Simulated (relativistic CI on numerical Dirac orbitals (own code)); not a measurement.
**Pt³⁺: one ion under different settings**

Aim: see what numerical and physical settings do to the SCF, the total energy and the lowest levels of Pt³⁺.

The numbers are computed with relativistic CI on numerical Dirac orbitals (own code) version 3 (Dirac-Coulomb-Breit CI, KLI orbitals optimised for each configuration, model QED (radiative potential, 1s self-energy scaled to tabulated hydrogen-like ionisation energies), numerical settings as typed), except any that are marked as measured or tabulated.

### Step 1. What is computed

| Quantity | Value |
| --- | --- |
| ion | Pt³⁺ (Pt IV) |
| nuclear charge | 78 |
| electrons | 75 |
| isotope | A = 195 |

### Step 2. The usual input

Settings, as recorded:

```ini
atom Pt  Z=78  charge=3  electrons=75
nucleus A=195  rms_radius_fm=5.4270
hamiltonian dirac-coulomb  breit=on  qed=on  c_scale=1
orbitals kli  potential=per-configuration
slater_scale 1
correlation none
mixing on
grid step=0.0125 r_max=64.9
scf mixing=0.4 start=green max_iterations=150 tolerance=2e-08 node_fill=0.05
configurations
  [Xe] 4f14 5d7
  [Xe] 4f14 5d6 6s
  [Xe] 4f14 5d6 6p
end
```

On the command line:

```sh
> python run_levels.py task.json out
```

task.json lists these runs, among others, and the program works through them in turn.

### Step 3. Speed-of-light factor 2, Slater scale 0.5, potential mixing 0.7

Settings, as recorded:

```ini
atom Pt  Z=78  charge=3  electrons=75
nucleus A=195  rms_radius_fm=5.4270
hamiltonian dirac-coulomb  breit=on  qed=on  c_scale=2
orbitals kli  potential=per-configuration
slater_scale 0.5
correlation none
mixing on
grid step=0.0125 r_max=64.9
scf mixing=0.7 start=green max_iterations=150 tolerance=2e-08 node_fill=0.05
configurations
  [Xe] 4f14 5d7
  [Xe] 4f14 5d6 6s
  [Xe] 4f14 5d6 6p
end
```

### Step 4. QED terms off, start potential bare, nuclear radius 5.9697

Settings, as recorded:

```ini
atom Pt  Z=78  charge=3  electrons=75
nucleus A=195  rms_radius_fm=5.9697
hamiltonian dirac-coulomb  breit=on  qed=off  c_scale=1
orbitals kli  potential=per-configuration
slater_scale 1
correlation none
mixing on
grid step=0.0125 r_max=64.9
scf mixing=0.4 start=bare max_iterations=150 tolerance=2e-08 node_fill=0.05
configurations
  [Xe] 4f14 5d7
  [Xe] 4f14 5d6 6s
  [Xe] 4f14 5d6 6p
end
```

### Step 5. Slater scale 0.6

Settings, as recorded:

```ini
atom Pt  Z=78  charge=3  electrons=75
nucleus A=195  rms_radius_fm=5.4270
hamiltonian dirac-coulomb  breit=on  qed=on  c_scale=1
orbitals kli  potential=per-configuration
slater_scale 0.6
correlation none
mixing on
grid step=0.0125 r_max=64.9
scf mixing=0.4 start=green max_iterations=150 tolerance=2e-08 node_fill=0.05
configurations
  [Xe] 4f14 5d7
  [Xe] 4f14 5d6 6s
  [Xe] 4f14 5d6 6p
end
```

### Step 6. Speed-of-light factor 2

The settings differ from step 5 so:

```diff
@@ -2,5 +2,5 @@
 nucleus A=195  rms_radius_fm=5.4270
-hamiltonian dirac-coulomb  breit=on  qed=on  c_scale=1
+hamiltonian dirac-coulomb  breit=on  qed=on  c_scale=2
 orbitals kli  potential=per-configuration
-slater_scale 0.6
+slater_scale 1
 correlation none
```

### Step 7. Node fill 50

Settings, as recorded:

```ini
atom Pt  Z=78  charge=3  electrons=75
nucleus A=195  rms_radius_fm=5.4270
hamiltonian dirac-coulomb  breit=on  qed=on  c_scale=1
orbitals kli  potential=per-configuration
slater_scale 1
correlation none
mixing on
grid step=0.0125 r_max=64.9
scf mixing=0.4 start=green max_iterations=99 tolerance=2e-08 node_fill=50
configurations
  [Xe] 4f14 5d7
  [Xe] 4f14 5d6 6s
  [Xe] 4f14 5d6 6p
end
```

### Step 8. Nuclear radius 542.7

Settings, as recorded:

```ini
atom Pt  Z=78  charge=3  electrons=75
nucleus A=195  rms_radius_fm=542.7000
hamiltonian dirac-coulomb  breit=on  qed=on  c_scale=1
orbitals kli  potential=per-configuration
slater_scale 1
correlation none
mixing on
grid step=0.0125 r_max=64.9
scf mixing=0.4 start=green max_iterations=59 tolerance=2e-08 node_fill=0.05
configurations
  [Xe] 4f14 5d7
  [Xe] 4f14 5d6 6s
  [Xe] 4f14 5d6 6p
end
```

(Steps that only read results are left out.)

What does the calculation give? Wanted: lowest level, usual settings; total energy; first excitation.

**Answer**, as computed:

| setting | total energy less usual (Ha) | largest shift of a level among the lowest eight of both runs, same label and place (cm⁻¹) | SCF iterations | time | lowest level | kind of change |
| --- | --- | --- | --- | --- | --- | --- |
| usual | 0 | 0 | 38 | 0.4 s | 5d7 4F9/2 | - |
| speed-of-light factor 2, Slater scale 0.5, potential mixing 0.7 | 841 | 12400 | 35 | 0.38 s | 5d7 4F9/2 | unphysical constant |
| QED terms off, start potential bare, nuclear radius 5.9697 | -13.5 | 34.9 | 61 | 0.55 s | 5d7 4F9/2 | unphysical constant |
| Slater scale 0.6 | 0.03 | 4410 | 38 | 0.4 s | 5d7 4F9/2 | model term |
| speed-of-light factor 2 | 841 | 7760 | 37 | 0.4 s | 5d7 4F9/2 | unphysical constant |
| node fill 50 | 1.51 | 3480 | 41 | 0.42 s | 5d7 4F9/2 | unsound |
| nuclear radius 542.7 | 2.34e+03 | 2910 | 36 | 0.39 s | 5d7 4F9/2 | unsound |

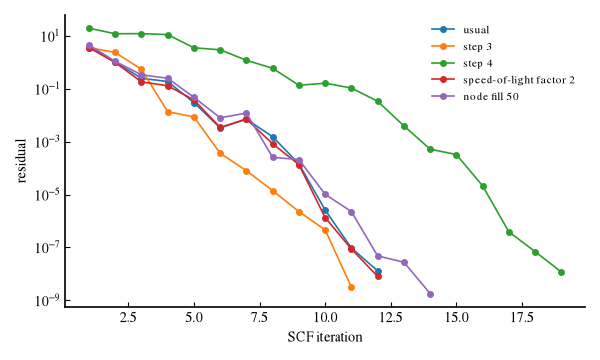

Residual of the first configuration's SCF.

| quantity | value |
| --- | --- |
| lowest level, usual settings | 5d7 4F9/2 |
| total energy | -18398.0642 Ha |
| first excitation | 8680.3 cm⁻¹ |

What this shows: Among the runs whose levels can be followed, they move most under «speed-of-light factor 2, Slater scale 0.5, potential mixing 0.7» (unphysical constant), by up to 12400 cm⁻¹. «QED terms off, start potential bare, nuclear radius 5.9697» costs 61 SCF iterations against 38. Only the listed configurations are in the model. Near neutrality, missing correlation can shift configurations against each other by thousands of cm⁻¹.
